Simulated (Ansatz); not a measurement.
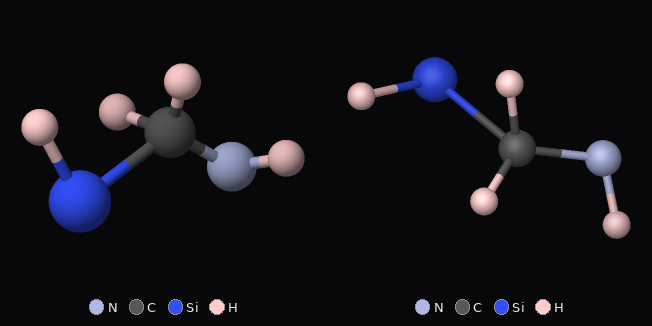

Both panels show the same species.

Charge 0, doublet.

Give the formula.

Answer. CH₄NSi, 7 atoms: 1 carbon, 4 hydrogen, 1 nitrogen and 1 silicon.

Count the bonded pairs by element.

Answer. 2 C–H, 1 C–N, 1 C–Si, 1 N–H, 1 Si–H. Sticks follow a distance rule.

What is the point group of this geometry?

Answer. C1.

How many atoms are distinct by symmetry?

Answer. 7: 1 N, 1 C, 1 Si, 1 H, 1 H, 1 H, 1 H.

The parts below concern this one geometry. Atoms keep their numbers from picture to picture. The geometry was computed by an optimisation with PBE0-D4/def2-TZVP. No frequency run is at hand to confirm it as a minimum.

**Geometry**

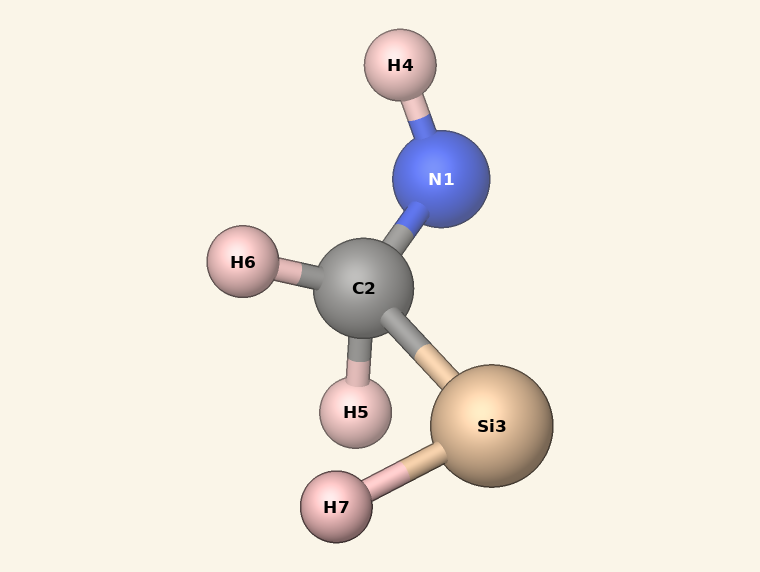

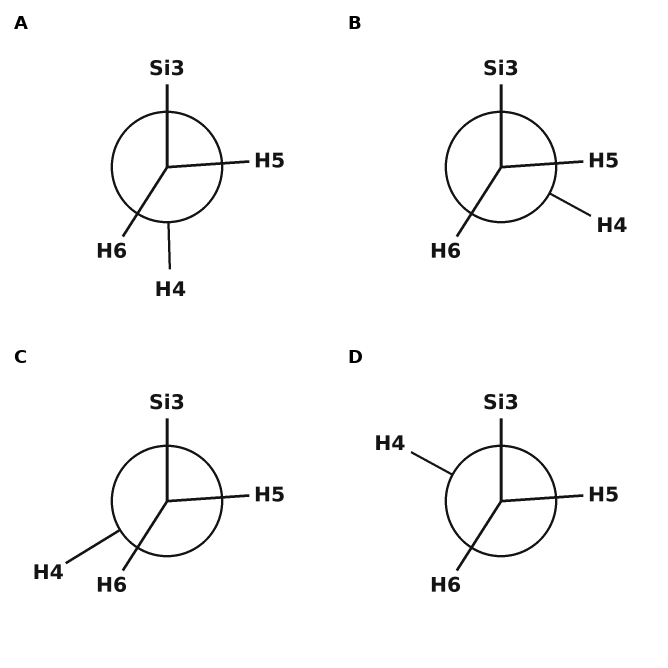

Distant atoms are faded towards the background colour. Bonds that would overlap in a projection are set slightly apart. No frequency run is at hand to confirm it as a minimum.

Which Newman projection shows the view along C2–N1, with C2 in front?

Answer. C. The torsion angle Si3–C2–N1–H4 is −122°, anticlinal.

**Electronic properties**

No frequency run is at hand to confirm it as a minimum. Level of theory: UKS PBE0-D4/def2-TZVPP (Ansatz 0.2.0).

What is the ⟨S²⟩ of the determinant?

Answer. 0.801.

Give the HOMO energy (Kohn–Sham orbital) at this level.

Answer. −6.21 eV.

Give the dispersion correction at this level.

Answer. −9.4 kJ/mol.

**Dipole moment**

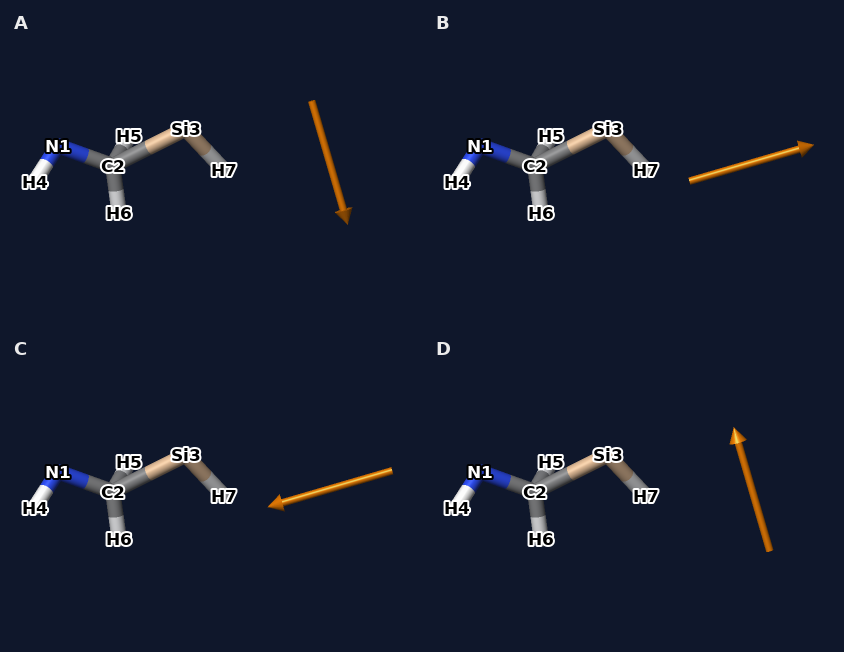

The same molecule four times, each with an arrow. No frequency run is at hand to confirm it as a minimum. Method: UKS PBE0-D4/def2-TZVP (Ansatz 0.2.0).

Which arrow points along the dipole moment, from the negative to the positive end?

Answer. A. The dipole moment is 2.07 D; it points from the side of N1 to the side of H6 (the outermost atoms at the two ends).

**Charges**

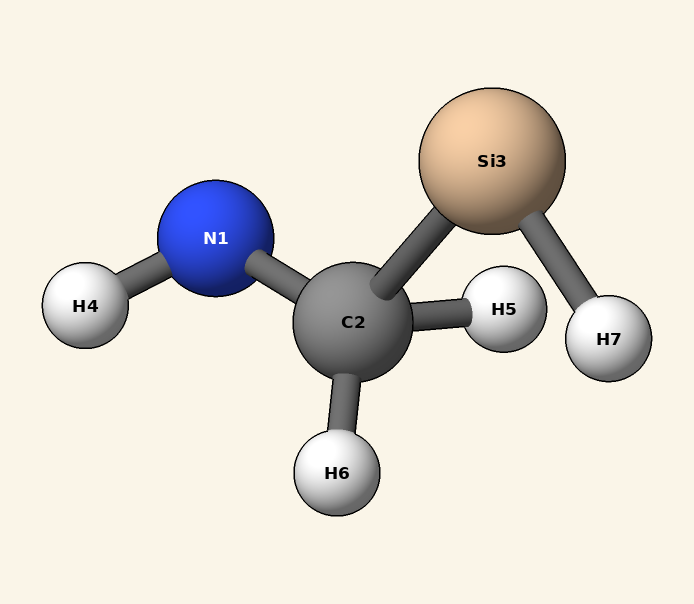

The questions are on Mulliken charges. No frequency run is at hand to confirm it as a minimum. Properties computed with UKS PBE0-D4/def2-TZVP (Ansatz 0.2.0).

Which atom carries the highest charge (most positive or least negative)?

Answer. H4 (0.21 e).

And the lowest?

Answer. N1 (−0.33 e).

Give the Mulliken charges atom by atom.

```tsv
atom	value (e)
N1	−0.33
C2	−0.25
Si3	0.10
H4	0.21
H5	0.15
H6	0.14
H7	−0.03
```

Mulliken values depend strongly on the basis set and can even reverse the polarity of a bond.
